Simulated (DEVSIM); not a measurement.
System: TaN/HfO2/n-Si capacitor, at 250 K.

| layer (left to right) | material | thickness (nm) | Nd (cm⁻³) |
|---|---|---|---|
| 1 | HfO2 | 15.0 | - |
| 2 | Si | 8000 | 5.1e15 |

Metal gate on the left, work function 4.4 eV. Fixed charge at the semiconductor interface 2.1e10 cm⁻² (in units of +e); interface traps 2.8e11 cm⁻² eV⁻¹, uniform in energy, neutral level at 0.5 of the gap above the valence band.

Constants are typed, rounded textbook-type inputs, not results; the design itself was drawn at random and stands for no fabricated device. Values at 300 K; Nc and Nv go as T^1.5, mobilities as T to minus their exponent, the gap by Varshni's rule with the affinity fixed.

```tsv
parameter	HfO2	Si
gap (eV)	5.7	1.124
affinity (eV)	2.5	4.05
permittivity	22	11.7
Nc (cm⁻³)	-	2.86e19
Nv (cm⁻³)	-	3.1e19
Varshni α (eV/K)	-	0.000473
Varshni β (K)	-	636
```

Simulated with DEVSIM: 1D Poisson equation in equilibrium, Boltzmann statistics, complete ionisation; no quantum confinement or tunnelling. Metal contacts follow the ideal Schottky-Mott rule: no Fermi-level pinning, no interface dipoles.

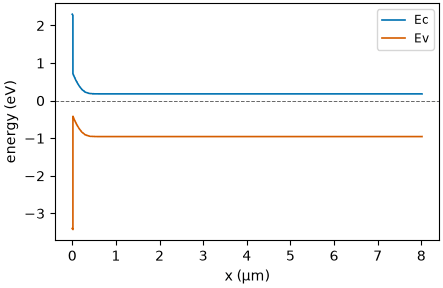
Figure. Band edges at -0.4 V on the gate

Energies count from the Fermi level of the right contact; mesh points crowd at the junctions.

| x (μm) | Ec (eV) | Ev (eV) | n (cm⁻³) | p (cm⁻³) | field (V/cm) |
|---|---|---|---|---|---|
| 0.000 | 2.300 | -3.400 | < 1e2 | < 1e2 | -20000 |
| 0.001604 | 2.297 | -3.403 | < 1e2 | < 1e2 | -20000 |
| 0.004891 | 2.290 | -3.410 | < 1e2 | < 1e2 | -20000 |
| 0.01043 | 2.279 | -3.421 | < 1e2 | < 1e2 | -20000 |
| 0.01425 | 2.271 | -3.429 | < 1e2 | < 1e2 | -20000 |
| 0.01547 | 0.718 | -0.418 | 73000 | 8.8e10 | -29000 |
| 0.01791 | 0.711 | -0.425 | 100000 | 6.4e10 | -28000 |
| 0.02761 | 0.684 | -0.452 | 350000 | 1.8e10 | -28000 |
| 0.04709 | 0.632 | -0.504 | 4000000 | 1.6e9 | -26000 |
| 0.09686 | 0.512 | -0.624 | 1.0e9 | 6100000 | -22000 |
| 0.2211 | 0.298 | -0.838 | 2.2e13 | 300 | -12000 |
| 0.6926 | 0.180 | -0.956 | 5.1e15 | < 1e2 | ≈ 0 |
| 1.709 | 0.180 | -0.956 | 5.1e15 | < 1e2 | ≈ 0 |
| 4.148 | 0.180 | -0.956 | 5.1e15 | < 1e2 | ≈ 0 |
| 6.835 | 0.180 | -0.956 | 5.1e15 | < 1e2 | ≈ 0 |
| 7.543 | 0.180 | -0.956 | 5.1e15 | < 1e2 | ≈ 0 |
| 7.827 | 0.180 | -0.956 | 5.1e15 | < 1e2 | ≈ 0 |
| 7.938 | 0.180 | -0.956 | 5.1e15 | < 1e2 | ≈ 0 |
| 7.993 | 0.180 | -0.956 | 5.1e15 | < 1e2 | ≈ 0 |
| 8.007 | 0.180 | -0.956 | 5.1e15 | < 1e2 | ≈ 0 |
| 8.012 | 0.180 | -0.956 | 5.1e15 | < 1e2 | ≈ 0 |
| 8.015 | 0.180 | -0.956 | 5.1e15 | < 1e2 | ≈ 0 |
